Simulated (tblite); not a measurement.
# C4H9GeNO: geometry relaxation (part 3 of 4)

C4H9GeNO; GFN2-xTB geometry optimisation, gas phase (tblite 0.8.0). It belongs to a series of runs on one base structure; here: C replaced by Ge.

Geometry of the input (Å):
```
C  2.3478  0.0858  0.3460
C  1.0428  -0.5988  0.0480
O  0.9764  -1.5426  -0.7315
C  -0.2199  -0.1858  0.7105
C  -1.3924  -1.0318  0.2830
N  -1.8877  -0.0295  -0.6146
Ge -0.9368  1.4454  -0.0101
H  2.6142  0.0650  1.4268
H  2.2203  1.1410  0.0557
H  3.1184  -0.3929  -0.2720
H  -0.1288  -0.2049  1.8051
H  -2.0748  -1.3351  1.1038
H  -1.0307  -1.9582  -0.2116
H  -2.9019  0.0374  -0.5945
H  -0.0885  2.1579  -1.0923
H  -1.6661  2.3561  1.0037
```

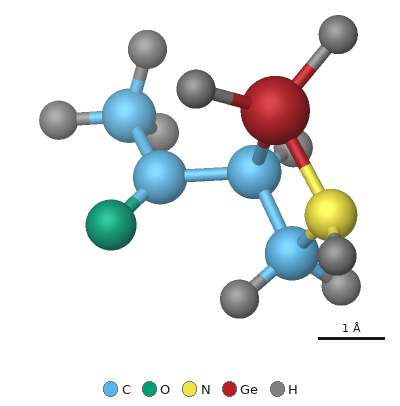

Figure 1. The geometry at step 87 of the log (ball-and-stick view, seen at a tilt).

**Trajectory as extended XYZ, continued**
```
16
Properties=species:S:1:pos:R:3:forces:R:3 step=68 energy=-599.34010
C     2.3743    0.0305    0.4858    0.0030  -0.0050   0.0050
C     1.1065   -0.6066   -0.0417    0.0330   0.0110  -0.0080
O     1.0968   -1.3159   -1.0200   -0.0050   0.0040   0.0110
C    -0.1233   -0.2239    0.6971    0.0120   0.0120  -0.0140
C    -1.3890   -1.0028    0.3167   -0.0220   0.0100  -0.0160
N    -2.1400    0.0467   -0.3799   -0.0300   0.0070  -0.0060
Ge   -0.9936    1.4084   -0.1163   -0.0190  -0.0100  -0.0060
H     2.4960   -0.1915    1.5437    0.0030   0.0190  -0.0010
H     2.2995    1.1117    0.3632    0.0160  -0.0210   0.0340
H     3.2396   -0.3337   -0.0624   -0.0330   0.0070  -0.0210
H     0.0463   -0.1572    1.7694    0.0230   0.0100   0.0070
H    -1.9133   -1.3938    1.1936    0.0030  -0.0090   0.0030
H    -1.1522   -1.8318   -0.3565   -0.0130  -0.0130   0.0130
H    -3.1186   -0.1021   -0.5626    0.0260   0.0180  -0.0110
H    -0.4552    2.0159   -1.3982   -0.0020  -0.0210   0.0100
H    -1.3814    2.5552    0.8243    0.0020  -0.0210   0.0000
16
Properties=species:S:1:pos:R:3:forces:R:3 step=71 energy=-599.34144
C     2.3809    0.0165    0.4969   -0.0230   0.0160   0.0060
C     1.1048   -0.5954   -0.0442    0.0860   0.0130  -0.0540
O     1.0904   -1.2867   -1.0365   -0.0100   0.0290   0.0520
C    -0.1233   -0.2134    0.6958    0.0400   0.0580  -0.0270
C    -1.3847   -0.9998    0.3241   -0.0530   0.0120  -0.0360
N    -2.1616    0.0558   -0.3320   -0.0300   0.0040   0.0400
Ge   -1.0024    1.4143   -0.1288   -0.0390  -0.0870   0.0160
H     2.5030   -0.2409    1.5482    0.0220   0.0100  -0.0540
H     2.3139    1.1033    0.4143    0.0110  -0.0650   0.0240
H     3.2402   -0.3349   -0.0715   -0.0670   0.0190   0.0320
H     0.0500   -0.1371    1.7658    0.0180   0.0200   0.0370
H    -1.8904   -1.4181    1.1997    0.0040   0.0030   0.0040
H    -1.1433   -1.8119   -0.3677   -0.0240  -0.0210  -0.0060
H    -3.1217   -0.1239   -0.5742    0.0440   0.0330  -0.0160
H    -0.4796    2.0016   -1.4251    0.0260  -0.0080  -0.0230
H    -1.3837    2.5793    0.7912   -0.0050  -0.0360   0.0050
16
Properties=species:S:1:pos:R:3:forces:R:3 step=74 energy=-599.30598
C     2.4174   -0.0547    0.5516    0.0270   0.1930   0.0660
C     1.1044   -0.5232   -0.0504   -0.0190   0.0080   0.0250
O     1.0514   -1.1215   -1.1057    0.1060   0.1760   0.2630
C    -0.1211   -0.1440    0.6994    0.0200  -0.0530   0.0090
C    -1.3668   -0.9838    0.3551    0.0840   0.0730   0.0430
N    -2.2678    0.0928   -0.0970   -1.4590  -0.9330  -0.5720
Ge   -1.0572    1.4240   -0.2011    0.0730  -0.0480   0.0230
H     2.5697   -0.4895    1.5545   -0.0470   0.0450  -0.5370
H     2.4082    1.0440    0.6858   -0.0380  -0.5140  -0.1760
H     3.2219   -0.3449   -0.1364   -0.1290   0.1440   0.3970
H     0.0550   -0.0195    1.7683   -0.0190   0.0180  -0.1080
H    -1.7845   -1.5407    1.2148    0.1290   0.2810  -0.2530
H    -1.0938   -1.7142   -0.4247   -0.2120   0.2300   0.0900
H    -3.1410   -0.2122   -0.6121    1.4380   0.5840   0.7390
H    -0.5831    1.9288   -1.5540    0.0950  -0.0800  -0.0560
H    -1.4204    2.6675    0.6082   -0.0490  -0.1230   0.0470
16
Properties=species:S:1:pos:R:3:forces:R:3 step=76 energy=-599.35331
C     2.3977   -0.0161    0.5228   -0.0200   0.0300   0.0050
C     1.1053   -0.5605   -0.0471    0.0040   0.0380   0.0200
O     1.0748   -1.2089   -1.0683    0.0130   0.0210   0.0190
C    -0.1220   -0.1803    0.6960    0.0120   0.0130   0.0000
C    -1.3765   -0.9917    0.3385    0.0420   0.0000  -0.0160
N    -2.2130    0.0723   -0.2211   -0.4560  -0.1390   0.0190
Ge   -1.0295    1.4175   -0.1630    0.0410  -0.0530   0.0070
H     2.5330   -0.3571    1.5500    0.0290  -0.0510  -0.1270
H     2.3598    1.0744    0.5430   -0.0300  -0.0460  -0.0410
H     3.2300   -0.3384   -0.1017   -0.0240   0.0300   0.1270
H     0.0532   -0.0825    1.7656   -0.0010   0.0270  -0.0220
H    -1.8403   -1.4741    1.2066    0.0310   0.0650  -0.0140
H    -1.1230   -1.7666   -0.3930   -0.0580   0.0360  -0.0250
H    -3.1285   -0.1629   -0.5924    0.3890   0.1080   0.0750
H    -0.5291    1.9651   -1.4865    0.0670  -0.0210  -0.0540
H    -1.3995    2.6188    0.7067   -0.0380  -0.0570   0.0270
16
Properties=species:S:1:pos:R:3:forces:R:3 step=79 energy=-599.37908
C     2.4078   -0.0418    0.5447   -0.0210   0.0280  -0.0070
C     1.1043   -0.5264   -0.0486    0.0220  -0.0160  -0.0440
O     1.0672   -1.1429   -1.0907    0.0010   0.0380   0.0170
C    -0.1214   -0.1483    0.6921    0.0060   0.0020   0.0350
C    -1.3659   -0.9812    0.3519   -0.0260  -0.0050  -0.0320
N    -2.2665    0.0785   -0.1200   -0.3150  -0.0750   0.0490
Ge   -1.0591    1.4161   -0.1920    0.0500  -0.0070  -0.0120
H     2.5494   -0.4636    1.5402    0.0280  -0.0560  -0.1210
H     2.3988    1.0434    0.6503   -0.0670  -0.0180  -0.0530
H     3.2190   -0.3359   -0.1183    0.0480   0.0190   0.1390
H     0.0603   -0.0343    1.7579   -0.0310   0.0490   0.0150
H    -1.7880   -1.5142    1.2111    0.0370   0.0810   0.0100
H    -1.1138   -1.7204   -0.4152   -0.0560   0.0530  -0.0590
H    -3.1166   -0.1882   -0.6057    0.3060   0.0560   0.0810
H    -0.5680    1.9208   -1.5390    0.0700  -0.0500  -0.0420
H    -1.4152    2.6474    0.6374   -0.0530  -0.0970   0.0240
16
Properties=species:S:1:pos:R:3:forces:R:3 step=82 energy=-599.39723
C     2.4083   -0.0549    0.5530    0.0280  -0.0140  -0.0500
C     1.1020   -0.5092   -0.0477    0.0020  -0.0360  -0.0290
O     1.0591   -1.1132   -1.0961   -0.0190  -0.0160  -0.1030
C    -0.1210   -0.1284    0.6925    0.0120  -0.0080   0.0270
C    -1.3600   -0.9722    0.3606   -0.0080   0.0150  -0.0090
N    -2.2985    0.0788   -0.0581   -0.2220   0.0260  -0.0280
Ge   -1.0773    1.4121   -0.2052    0.0690   0.0660  -0.0180
H     2.5577   -0.5252    1.5207    0.0150  -0.0670   0.0330
H     2.4080    1.0206    0.7001   -0.0690   0.1200   0.0050
H     3.2147   -0.3272   -0.1207    0.1060  -0.0080   0.0350
H     0.0645   -0.0024    1.7559   -0.0510   0.0430   0.0310
H    -1.7513   -1.5282    1.2155   -0.0070   0.0110   0.0680
H    -1.1159   -1.6861   -0.4306   -0.0270   0.0230  -0.0620
H    -3.0894   -0.2021   -0.6265    0.1820   0.0130   0.0870
H    -0.5825    1.8921   -1.5630    0.0450  -0.0750  -0.0120
H    -1.4258    2.6544    0.6055   -0.0560  -0.0940   0.0250
16
Properties=species:S:1:pos:R:3:forces:R:3 step=84 energy=-599.40395
C     2.4112   -0.0670    0.5634    0.0270  -0.0060  -0.0380
C     1.1021   -0.4951   -0.0523    0.0090  -0.0470  -0.0430
O     1.0540   -1.0811   -1.1117    0.0020   0.0180  -0.0530
C    -0.1198   -0.1135    0.6887    0.0080  -0.0080   0.0090
C    -1.3557   -0.9659    0.3647   -0.0210   0.0240   0.0240
N    -2.3234    0.0791   -0.0162    0.0700   0.0700   0.0210
Ge   -1.0914    1.4108   -0.2186    0.0400   0.0370  -0.0020
H     2.5582   -0.5742    1.5145   -0.0150  -0.0120   0.0060
H     2.4174    1.0058    0.7424   -0.0660   0.0340   0.0180
H     3.2188   -0.3254   -0.1139    0.1040  -0.0010   0.0050
H     0.0666    0.0239    1.7508   -0.0600   0.0280   0.0180
H    -1.7203   -1.5427    1.2190   -0.0160   0.0250   0.0160
H    -1.1156   -1.6603   -0.4463   -0.0430   0.0400  -0.0150
H    -3.0810   -0.2103   -0.6174   -0.0040  -0.0420  -0.0020
H    -0.5955    1.8630   -1.5870    0.0180  -0.0860   0.0070
H    -1.4332    2.6619    0.5763   -0.0530  -0.0760   0.0290
16
Properties=species:S:1:pos:R:3:forces:R:3 step=87 energy=-599.41051
C     2.4123   -0.0674    0.5585   -0.0080  -0.0090  -0.0070
C     1.1067   -0.5044   -0.0623    0.0050   0.0350   0.0200
O     1.0576   -1.0843   -1.1239   -0.0220  -0.0050  -0.0430
C    -0.1148   -0.1166    0.6834    0.0300  -0.0010  -0.0100
C    -1.3590   -0.9594    0.3677    0.0520   0.0080  -0.0020
N    -2.3224    0.0881   -0.0095    0.0480   0.0580   0.0590
Ge   -1.0850    1.4141   -0.2144    0.0400  -0.0440  -0.0180
H     2.5485   -0.5716    1.5122   -0.0070  -0.0030   0.0410
H     2.3915    1.0067    0.7366    0.0020  -0.0070   0.0080
H     3.2411   -0.3194   -0.0977   -0.0020   0.0340  -0.0170
H     0.0637    0.0265    1.7469   -0.0010  -0.0020  -0.0120
H    -1.7186   -1.5318    1.2261   -0.0300  -0.0110   0.0130
H    -1.1352   -1.6494   -0.4504   -0.0020  -0.0180   0.0100
H    -3.0646   -0.2149   -0.6201   -0.0950   0.0070  -0.0490
H    -0.5919    1.8424   -1.5868    0.0240  -0.0270  -0.0120
H    -1.4375    2.6503    0.5897   -0.0340  -0.0160   0.0210
16
Properties=species:S:1:pos:R:3:forces:R:3 step=90 energy=-599.41223
C     2.4159   -0.0706    0.5614   -0.0160   0.0120   0.0280
C     1.1100   -0.4989   -0.0662    0.0030  -0.0240  -0.0160
O     1.0582   -1.0695   -1.1340    0.0050   0.0400   0.0270
C    -0.1112   -0.1152    0.6804   -0.0190  -0.0150   0.0020
C    -1.3569   -0.9576    0.3681   -0.0540  -0.0070   0.0060
N    -2.3244    0.0927   -0.0016    0.0560  -0.0360  -0.0030
Ge   -1.0809    1.4107   -0.2208   -0.0240   0.0060   0.0020
H     2.5479   -0.5780    1.5166   -0.0110   0.0060  -0.0370
H     2.3959    1.0034    0.7481    0.0040  -0.0400  -0.0120
H     3.2464   -0.3179   -0.0954   -0.0170   0.0290   0.0110
H     0.0626    0.0309    1.7435    0.0230  -0.0020   0.0100
H    -1.7226   -1.5338    1.2241    0.0370   0.0260  -0.0150
H    -1.1374   -1.6470   -0.4521   -0.0010   0.0000   0.0080
H    -3.0750   -0.2119   -0.6054   -0.0090   0.0360   0.0080
H    -0.5890    1.8283   -1.5963    0.0240  -0.0150  -0.0090
H    -1.4471    2.6434    0.5856    0.0000  -0.0170  -0.0100
16
Properties=species:S:1:pos:R:3:forces:R:3 step=92 energy=-599.41315
C     2.4162   -0.0733    0.5648   -0.0110   0.0100  -0.0080
C     1.1113   -0.4947   -0.0682   -0.0170  -0.0240  -0.0130
O     1.0590   -1.0576   -1.1400    0.0140   0.0350   0.0160
C    -0.1101   -0.1136    0.6784   -0.0310  -0.0180   0.0090
C    -1.3560   -0.9575    0.3666   -0.0250  -0.0160   0.0030
N    -2.3235    0.0927    0.0010    0.0530  -0.0010   0.0120
Ge   -1.0819    1.4084   -0.2241   -0.0140   0.0320  -0.0030
H     2.5431   -0.5830    1.5184    0.0050  -0.0150  -0.0240
H     2.4009    0.9988    0.7541   -0.0160   0.0150   0.0040
H     3.2469   -0.3159   -0.0928    0.0000  -0.0040   0.0140
H     0.0640    0.0341    1.7412    0.0160  -0.0100   0.0100
H    -1.7168   -1.5349    1.2226    0.0150   0.0130   0.0100
H    -1.1366   -1.6469   -0.4533   -0.0010   0.0040  -0.0060
H    -3.0851   -0.2035   -0.5917   -0.0140  -0.0100  -0.0050
H    -0.5828    1.8160   -1.6006    0.0140  -0.0060  -0.0010
H    -1.4562    2.6399    0.5798    0.0120  -0.0050  -0.0190
16
Properties=species:S:1:pos:R:3:forces:R:3 step=95 energy=-599.41374
C     2.4162   -0.0768    0.5693   -0.0140   0.0000  -0.0090
C     1.1118   -0.4904   -0.0711   -0.0060   0.0180  -0.0050
O     1.0620   -1.0405   -1.1495   -0.0030   0.0170   0.0080
C    -0.1106   -0.1119    0.6762    0.0100   0.0020   0.0050
C    -1.3557   -0.9574    0.3665    0.0220   0.0030   0.0010
N    -2.3247    0.0931    0.0094    0.0130   0.0070  -0.0050
Ge   -1.0857    1.4095   -0.2282    0.0160  -0.0250  -0.0080
H     2.5393   -0.5966    1.5178    0.0010   0.0020  -0.0130
H     2.4029    0.9942    0.7650   -0.0200   0.0050   0.0190
H     3.2498   -0.3155   -0.0859   -0.0030  -0.0090  -0.0030
H     0.0676    0.0373    1.7388   -0.0040  -0.0190  -0.0040
H    -1.7062   -1.5380    1.2240   -0.0160   0.0020   0.0020
H    -1.1372   -1.6418   -0.4582   -0.0080  -0.0040   0.0050
H    -3.0932   -0.2006   -0.5767    0.0010  -0.0170   0.0070
H    -0.5800    1.8014   -1.6078    0.0000   0.0000   0.0100
H    -1.4639    2.6429    0.5665    0.0110   0.0190  -0.0100
16
Properties=species:S:1:pos:R:3:forces:R:3 step=97 energy=-599.41409
C     2.4157   -0.0782    0.5724    0.0000   0.0030   0.0030
C     1.1116   -0.4860   -0.0727    0.0170   0.0120  -0.0090
O     1.0637   -1.0265   -1.1560   -0.0140   0.0100   0.0040
C    -0.1107   -0.1119    0.6756    0.0210   0.0100  -0.0020
C    -1.3549   -0.9586    0.3668    0.0050   0.0150   0.0000
N    -2.3241    0.0930    0.0124   -0.0180  -0.0120  -0.0200
Ge   -1.0856    1.4082   -0.2330    0.0090  -0.0270   0.0070
H     2.5383   -0.6041    1.5179   -0.0140   0.0160  -0.0120
H     2.4024    0.9928    0.7731   -0.0090  -0.0260   0.0160
H     3.2511   -0.3166   -0.0810   -0.0140   0.0080  -0.0110
H     0.0692    0.0374    1.7374   -0.0120  -0.0150   0.0060
H    -1.7044   -1.5400    1.2250   -0.0070   0.0070  -0.0210
H    -1.1372   -1.6402   -0.4607   -0.0100  -0.0080   0.0210
H    -3.1003   -0.2013   -0.5649    0.0340  -0.0030   0.0240
H    -0.5809    1.7955   -1.6142    0.0010  -0.0040   0.0090
H    -1.4616    2.6455    0.5580    0.0110   0.0140  -0.0130
16
Properties=species:S:1:pos:R:3:forces:R:3 step=100 energy=-599.41477
C     2.4144   -0.0813    0.5782    0.0170   0.0040   0.0030
C     1.1125   -0.4743   -0.0771    0.0110  -0.0230  -0.0040
O     1.0642   -0.9967   -1.1691   -0.0090   0.0040  -0.0160
C    -0.1091   -0.1091    0.6738   -0.0060  -0.0070  -0.0030
C    -1.3518   -0.9585    0.3675   -0.0200   0.0030  -0.0020
N    -2.3240    0.0924    0.0198   -0.0030  -0.0120  -0.0040
Ge   -1.0851    1.4026   -0.2421   -0.0100   0.0340   0.0230
H     2.5317   -0.6197    1.5168   -0.0160   0.0010   0.0010
H     2.4012    0.9863    0.7957    0.0100  -0.0190   0.0020
H     3.2506   -0.3155   -0.0753   -0.0030   0.0280  -0.0110
H     0.0698    0.0384    1.7355   -0.0050  -0.0010   0.0220
H    -1.6978   -1.5432    1.2250    0.0000   0.0100  -0.0140
H    -1.1388   -1.6384   -0.4625    0.0060  -0.0070   0.0160
H    -3.1092   -0.2036   -0.5431    0.0180  -0.0060   0.0020
H    -0.5842    1.7798   -1.6265    0.0050  -0.0120  -0.0010
H    -1.4520    2.6498    0.5395    0.0050   0.0030  -0.0150
16
Properties=species:S:1:pos:R:3:forces:R:3 step=103 energy=-599.41527
C     2.4149   -0.0857    0.5818   -0.0010  -0.0100  -0.0010
C     1.1134   -0.4656   -0.0812   -0.0120   0.0020   0.0060
O     1.0631   -0.9727   -1.1803   -0.0050   0.0040  -0.0100
C    -0.1077   -0.1046    0.6733   -0.0050  -0.0100   0.0100
C    -1.3493   -0.9561    0.3687    0.0070  -0.0110   0.0020
N    -2.3256    0.0928    0.0308   -0.0050  -0.0050  -0.0130
Ge   -1.0883    1.4031   -0.2452    0.0020  -0.0010   0.0030
H     2.5246   -0.6395    1.5121    0.0090  -0.0110   0.0010
H     2.4043    0.9771    0.8188    0.0060   0.0000  -0.0050
H     3.2504   -0.3111   -0.0751    0.0140   0.0200  -0.0010
H     0.0704    0.0392    1.7363    0.0010   0.0050  -0.0040
H    -1.6865   -1.5465    1.2246   -0.0230   0.0040   0.0150
H    -1.1390   -1.6336   -0.4637    0.0130  -0.0010  -0.0030
H    -3.1122   -0.2068   -0.5278    0.0000   0.0020  -0.0060
H    -0.5828    1.7597   -1.6330    0.0000  -0.0100  -0.0040
H    -1.4573    2.6592    0.5160   -0.0030   0.0230   0.0100
16
Properties=species:S:1:pos:R:3:forces:R:3 step=105 energy=-599.41554
C     2.4155   -0.0877    0.5813   -0.0060  -0.0080  -0.0010
C     1.1120   -0.4634   -0.0808   -0.0050   0.0150  -0.0020
O     1.0590   -0.9653   -1.1823   -0.0030   0.0070   0.0050
C    -0.1081   -0.1041    0.6766    0.0060   0.0030   0.0060
C    -1.3484   -0.9560    0.3698    0.0080  -0.0020   0.0060
N    -2.3252    0.0922    0.0327   -0.0190  -0.0050  -0.0300
Ge   -1.0887    1.4045   -0.2444   -0.0020  -0.0290  -0.0050
H     2.5256   -0.6481    1.5077    0.0170  -0.0090  -0.0020
H     2.4068    0.9735    0.8254   -0.0050   0.0020   0.0000
H     3.2506   -0.3067   -0.0784    0.0050   0.0060   0.0020
H     0.0692    0.0394    1.7398    0.0070   0.0010  -0.0110
H    -1.6868   -1.5475    1.2246   -0.0180  -0.0020   0.0140
H    -1.1352   -1.6316   -0.4636    0.0050  -0.0030   0.0010
H    -3.1115   -0.2100   -0.5259    0.0120   0.0180   0.0020
H    -0.5796    1.7544   -1.6332   -0.0010  -0.0110   0.0010
H    -1.4628    2.6654    0.5067   -0.0020   0.0170   0.0160
```
